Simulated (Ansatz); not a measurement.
```xyz
5
Lattice="4.8334 0.0000 0.0000 -2.4167 4.1858 0.0000 0.0000 0.0000 7.3021" Properties=species:S:1:pos:R:3 pbc="T T T"
Ho    0.0000    0.0000    3.6511
S     0.0000    2.7906    3.6511
S     2.4167    1.3953    3.6511
S     0.0000    0.0000    6.3383
S     0.0000    0.0000    0.9639
```

Space group P6/mmm; a structure generated by program, which may or may not match a known phase; computed without spin polarisation; no Hubbard U on the f states and no spin–orbit coupling.

Computed with DFT PBE, scalar-relativistic, plane waves, PAW; 4f electrons in the core of a trivalent norm-conserving potential (Ansatz).

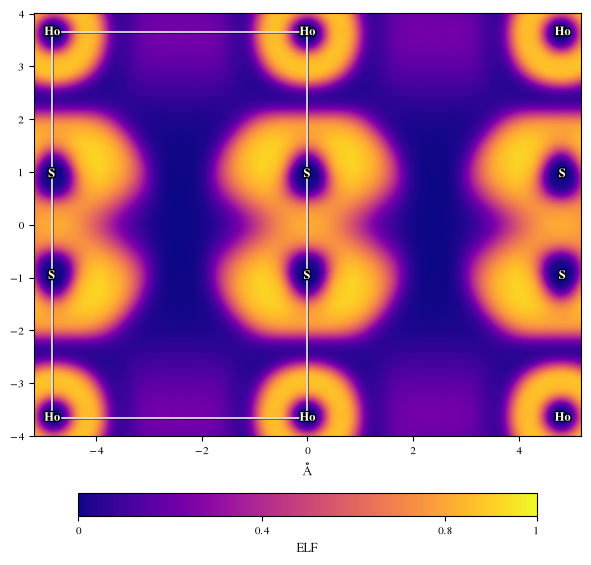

HoS4. Electron localisation function on the (100) plane of the conventional cell.

Core electrons are replaced by pseudopotentials, and the valence fields are smoothed inside the atomic spheres.

What does the map show?

- The plane passes through Ho and S nuclei.
- S–S (1.93 Å): the ELF peaks at about 0.80 between the atoms.
- Ho–S (2.69 Å): the ELF peaks at about 0.80 in the valence shell of S, 0.8 Å from its nucleus, and is about 0.15 at the midpoint: no localised pair shows between them.
- The features right at Ho lie inside the core regions, where the map follows smoothed inner orbitals and isn't to be read closely.
